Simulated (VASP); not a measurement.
Band structure of Ru (hcp). Level of theory: vdW-DF2, VASP's PBE PAW potentials (set 64) (plane waves; VASP).

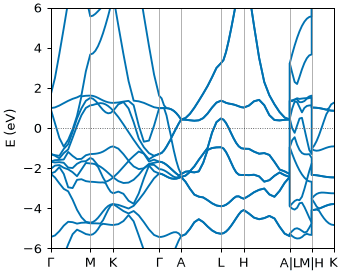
Fig. 1. Bands along high-symmetry lines, zero at the valence-band maximum or, without a gap, the Fermi level

**Question.** Read the plot: is there a gap, and where are the band edges?

**Answer.** It has no gap at this level: it comes out as a metal or semimetal. (Edges off the drawn lines would not show.)

The compound is Ru in the hcp structure. It was relaxed first, which changed the volume by +9 %. VASP warned that the highest band is occupied, so more bands are needed.
